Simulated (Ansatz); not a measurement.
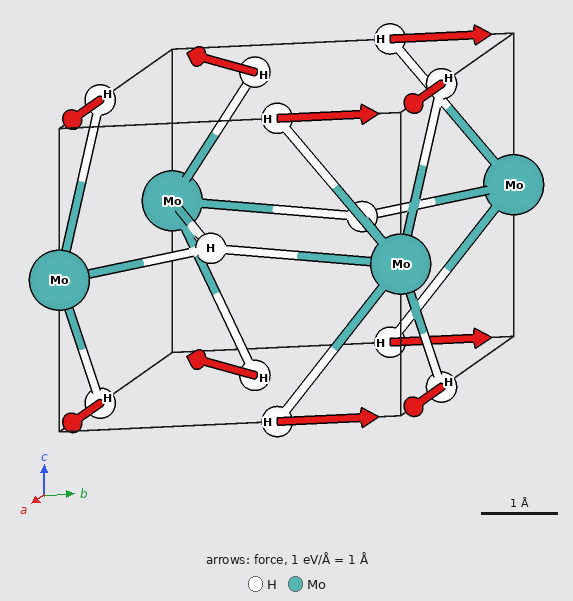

Starting geometry of solid MoH$_{5}$ (a generated structure, set up in P-62m) (coarse preliminary run) with the computed forces as red arrows. Style: ball-and-stick. Shown: the cell of the calculation, slightly off an axis.

Computed with Ansatz 0.2.0, DFT PBE, scalar-relativistic, plane waves, PAW. (plane-wave cutoff 420 eV; k-point mesh 6 × 6 × 4; occupations gaussian; smearing width 0.1 eV; no spin polarisation; cell and atoms relaxed; force threshold 0.04 eV/Å; at most 70 steps)

**What follows when this structure is relaxed?**

It isn't relaxed: the largest force vector, on H atoms, is 1.39 eV/Å. The atoms end up moving mostly along the starting forces (cosine between the two patterns 1.00). The largest moves relative to the cell, 0.22 Å, are those of H atoms. Mo stays in place. The volume changes by −58.0 %, with a = b 4.598 → 3.423 Å (−25.5 %), c 4.132 → 3.132 Å (−24.2 %). Some distances before and after: H–Mo 2.652 → 1.866 Å, H–Mo 2.655 → 1.977 Å. The space group stays P-62m (No. 189). After 8 accepted moves (9 points after the start) the energy has fallen by 1441 meV per atom. The largest force component goes from 1.4 to 0.014 eV/Å. The pressure goes from −26.74 to 0.05 GPa. At 1 point the geometry stayed and the basis and grid were re-selected for the new cell (energy shift of 2.1 meV per atom at most each time).

Limits of the set-up: the k-point mesh is coarse for a cell with partly filled bands.
